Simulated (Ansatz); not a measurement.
**SiNH₅ (singlet): wave-function methods side by side at twist about Si1–N2 = 0.0°, cc-pVDZ**

How much of the correlation energy of SiNH₅ (singlet) does each wave-function method recover here?

The runs use Ansatz 0.2.0, Gaussian basis; cc-pVDZ, core rule «outside noble gas», up to 6 orbitals frozen.

The runs, in order: UHF; CCSD(T) on RHF; BCCD(T) on RHF; CISD; CCSDT(Q) on RHF; CASSCF and NEVPT2, 2 electrons in 2 orbitals; CASSCF and NEVPT2, 8 electrons in 8 orbitals.

16 further runs of the same task are left out: 13 that didn't finish, 3 set aside as unsound or not needed.

### 1 What is computed

The geometry derives from a PBE0/def2-TZVP stationary point (not a proven minimum). One half is turned about the bond named; the halves are rigid.

7 atoms, charge 0, spin multiplicity 1.

Atoms are counted from 1 here; the program's logs count them from 0.

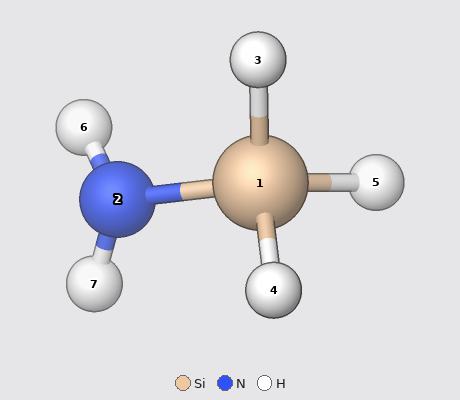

The structure; silicon light orange, nitrogen blue, hydrogen white; atoms are numbered from 1 in the order of the file.

As a file:

```
atom    x (Å)    y (Å)    z (Å)
 Si1  -0.0113   0.0000   0.5726
  N2   0.0538   0.0000  -1.1465
  H3   0.6843  -1.2207   1.0558
  H4   0.6843   1.2207   1.0558
  H5  -1.3785   0.0000   1.1752
  H6  -0.2111  -0.8283  -1.6548
  H7  -0.2111   0.8283  -1.6548
```

### 2 UHF

in.yaml reads:

```yaml
crystal:
  periodic: [false, false, false]
  atoms:
    - {symbol: Si, position_ang: [-0.011347, 0.000000, 0.572608]}
    - {symbol: N, position_ang: [0.053849, 0.000000, -1.146526]}
    - {symbol: H, position_ang: [0.684273, -1.220684, 1.055828]}
    - {symbol: H, position_ang: [0.684271, 1.220686, 1.055828]}
    - {symbol: H, position_ang: [-1.378529, -0.000001, 1.175249]}
    - {symbol: H, position_ang: [-0.211071, -0.828320, -1.654829]}
    - {symbol: H, position_ang: [-0.211072, 0.828319, -1.654829]}
basis:
  gaussian: {orbitals: cc-pVDZ}
magnetization: {spin_polarized: true, initial_magnetization: 0}
hamiltonian: {xc: hf}
output: {orbitals: {seedname: orbitals}}
```

On the command line:

```sh
$ ansatz run in.yaml --threads 1 --pin off --events-out ev --progress --plain --max-ram 2393MiB
```

The runs that follow: CCSD(T) on RHF; BCCD(T) on RHF; CISD; CCSDT(Q) on RHF; CASSCF and NEVPT2, 2 electrons in 2 orbitals; CASSCF and NEVPT2, 8 electrons in 8 orbitals.

Before running them: what should the planned runs give, taken together? Wanted: RCCSDT(Q) below the RHF energy; RMP2 from RCCSDT(Q); RCCSD from RCCSDT(Q); RCCSD(T) from RCCSDT(Q); NEVPT2 pair from RCCSDT(Q); NEVPT2 frontier from RCCSDT(Q); T1 diagnostic.

The runs gave:

| quantity | value |
| --- | --- |
| RCCSDT(Q) below the RHF energy | -8.8414 eV |
| RMP2 from RCCSDT(Q) | +112.7 kJ/mol |
| RCCSD from RCCSDT(Q) | +21.0 kJ/mol |
| RCCSD(T) from RCCSDT(Q) | +3.2 kJ/mol |
| NEVPT2 pair from RCCSDT(Q) | +115.3 kJ/mol |
| NEVPT2 frontier from RCCSDT(Q) | +133.2 kJ/mol |
| levels within 1 kcal/mol (43 meV) | RCCSD(T), BCCD(T), RCCSDT |
| T1 diagnostic | 0.010 |

RCCSD(T) lands +3.2 kJ/mol from the yardstick (0.4 % of the correlation energy). Of the multireference levels listed NEVPT2 pair comes nearest in total energy (+115.3 kJ/mol), which doesn't show that its space is the better one. These misses are within one basis, not against nature.
